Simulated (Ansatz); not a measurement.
Start from InP in the zinc blende structure (space group F-43m, No. 216; a = 5.878 Å).

Modification: a fraction x = 0.333 of the In sites is given to Ga, ordered in a cell of 6 atoms (starting symmetry I-4m2) and fully relaxed.

The values are results of Ansatz (an electronic-structure program), PBEsol, PAW, cutoff 420 eV, spin-orbit coupling left out, not measurements.

The zone is the changed cell's own and can be folded.

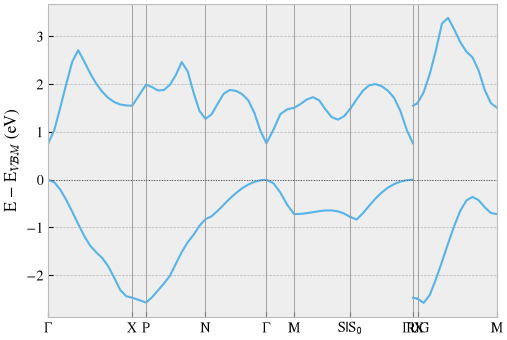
Highest valence and lowest conduction band along the path of the changed cell's own zone

The gap is 0.76 eV, direct at Γ; the base has 0.57 eV.

These are small ordered cells, not random alloys; other orderings at the same x differ. Stability against distortions was not tested. Labels are those of the standard path for the cell's own space group.
